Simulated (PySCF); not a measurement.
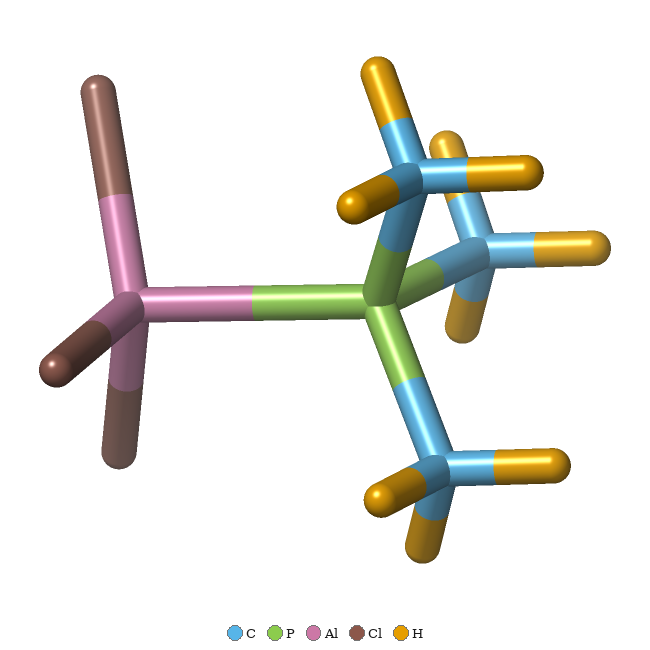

Every bond is drawn as one stick, whatever its order.

Description:

It has 17 atoms: 3 carbon, 9 hydrogen, 1 aluminium, 3 chlorine and 1 phosphorus (C₃H₉AlCl₃P). As SMILES it reads `C[P+](C)(C)[Al-]([Cl])([Cl])[Cl]`. Coordination: 3 C tetrahedral; 1 P tetrahedral; 1 Al tetrahedral.

The parts below concern this one geometry. Atoms keep their numbers from picture to picture. The computed structure is the end point of a PBE0-D3(BJ)/def2-SVP optimisation. No frequency run is at hand to confirm it as a minimum.

### Shape

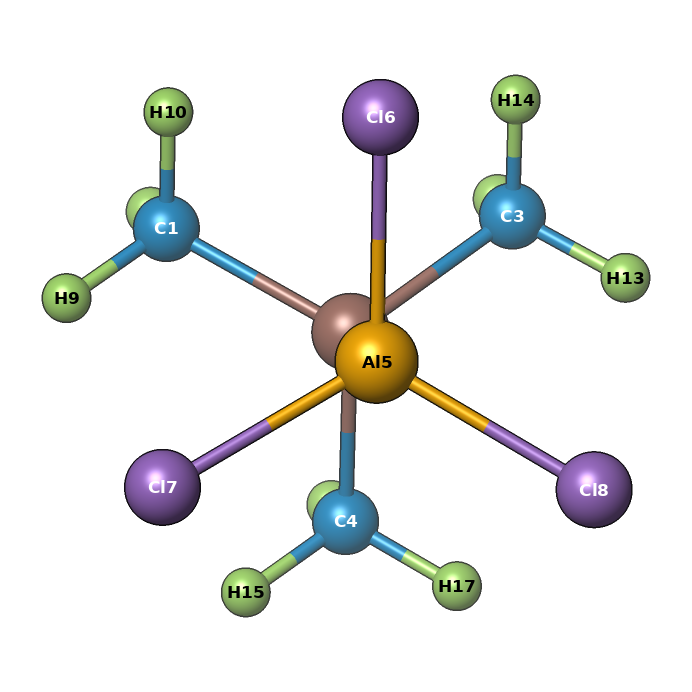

P2 lies behind Al5. The molecule seen nearly along the Al5–P2 bond, Al5 in front. Atoms fade into the background with distance from the viewer. No frequency run is at hand to confirm it as a minimum.

What is the torsion angle Cl6–Al5–P2–C1? The sign is positive where the front bond must turn clockwise to cover the back bond.

−61°, synclinal (gauche). The bonds about Al5–P2 are staggered.

### NMR shielding

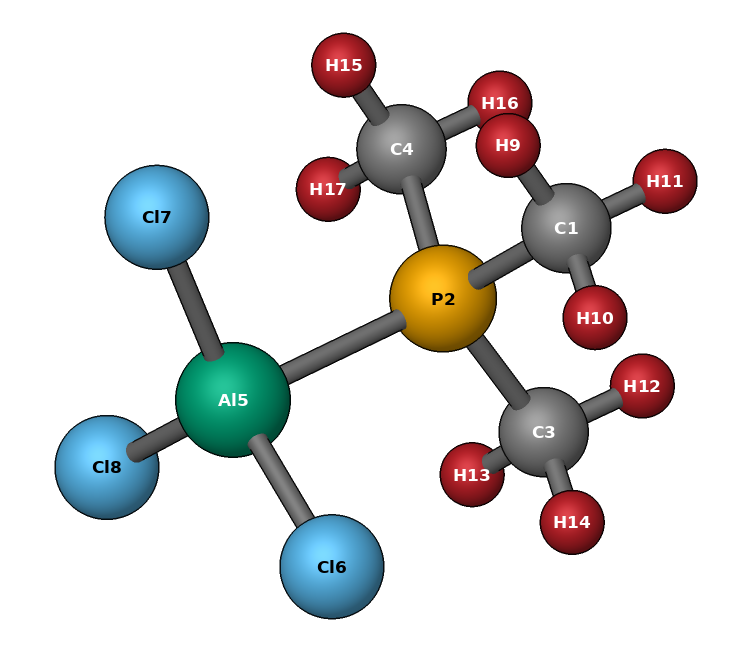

No frequency run is at hand to confirm it as a minimum. Properties computed with GIAO PBE0/aug-cc-pVDZ NMR shielding, non-relativistic, gas phase (PySCF 2.14.0). Principal shieldings σ11 ≤ σ22 ≤ σ33, span Ω = σ33 − σ11, skew κ = 3(σiso − σ22)/Ω.

Give the shielding tensors of the P atoms.

```tsv
atom	σ11	σ22	σ33	σiso	Ω	κ
P2	403.3	459.0	461.0	441.1	57.7	−0.93
```

Shieldings and span in ppm.

### Quadrupole coupling

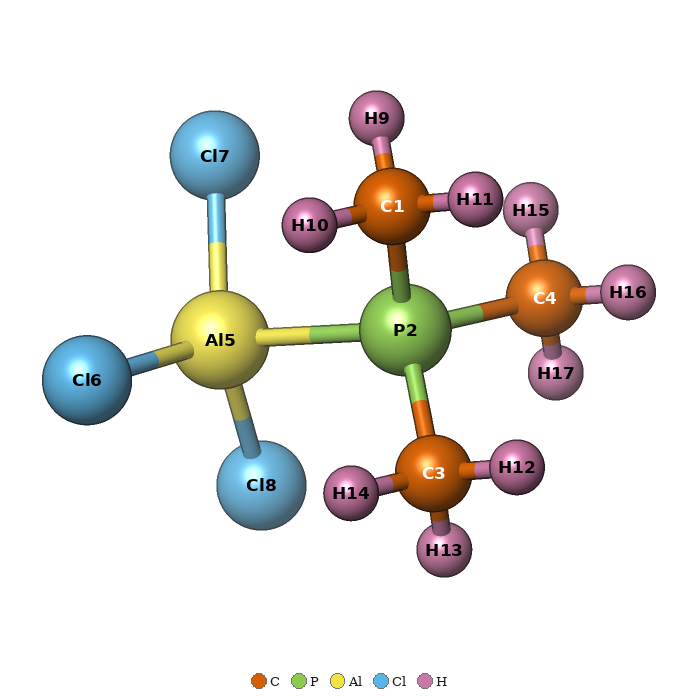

No frequency run is at hand to confirm it as a minimum. Electric field gradients from the ground-state density, PBE0/cc-pVDZ (PySCF 2.14.0), non-relativistic apart from any core potentials.

Give the largest field-gradient component, the quadrupole coupling constant and the asymmetry for 27Al at Al5 (Q = 146.6 mb), 35Cl at Cl6 (Q = −81.7 mb), 35Cl at Cl7 (Q = −81.7 mb), 35Cl at Cl8 (Q = −81.7 mb), 2H at H9 (Q = 2.86 mb), 2H at H10 (Q = 2.86 mb), 2H at H11 (Q = 2.86 mb), 2H at H12 (Q = 2.86 mb).

| atom | V_zz (a.u.) | e²qQ/h (MHz) | η |
| --- | --- | --- | --- |
| Al5 | 0.147 | 5.08 | 0.12 |
| Cl6 | 1.217 | −23.4 | 0.15 |
| Cl7 | 1.220 | −23.4 | 0.14 |
| Cl8 | 1.227 | −23.6 | 0.13 |
| H9 | 0.297 | 0.200 | 0.01 |
| H10 | 0.297 | 0.200 | 0.01 |
| H11 | 0.302 | 0.203 | 0.01 |
| H12 | 0.302 | 0.203 | 0.01 |

### Levels of theory compared

No frequency run is at hand to confirm it as a minimum. Program: PySCF 2.14.0.

Tabulate HOMO energy (eV), HOMO–LUMO gap (eV), dipole (D) at these levels: PBE0/aug-cc-pVDZ; PBE0/cc-pVDZ; PBE0/def2-SVP; PBE0/pcSseg-0.

| level | HOMO energy (eV) | HOMO–LUMO gap (eV) | dipole (D) |
| --- | --- | --- | --- |
| PBE0/aug-cc-pVDZ | −8.06 | 7.46 | 7.43 |
| PBE0/cc-pVDZ | −7.97 | 8.47 | 7.59 |
| PBE0/def2-SVP | −7.97 | 8.50 | 7.35 |
| PBE0/pcSseg-0 | −8.58 | 8.86 | 7.95 |

### Charges

The questions are on IAO charges. No frequency run is at hand to confirm it as a minimum. Level of theory: PBE0/def2-SVP, gas phase (PySCF 2.14.0).

Give the IAO charges atom by atom.

```csv
atom,value (e)
C1,−0.61
P2,0.76
C3,−0.61
C4,−0.61
Al5,0.74
Cl6,−0.40
Cl7,−0.40
Cl8,−0.39
H9,0.18
H10,0.18
H11,0.16
H12,0.16
H13,0.17
H14,0.18
H15,0.18
H16,0.16
H17,0.17
```
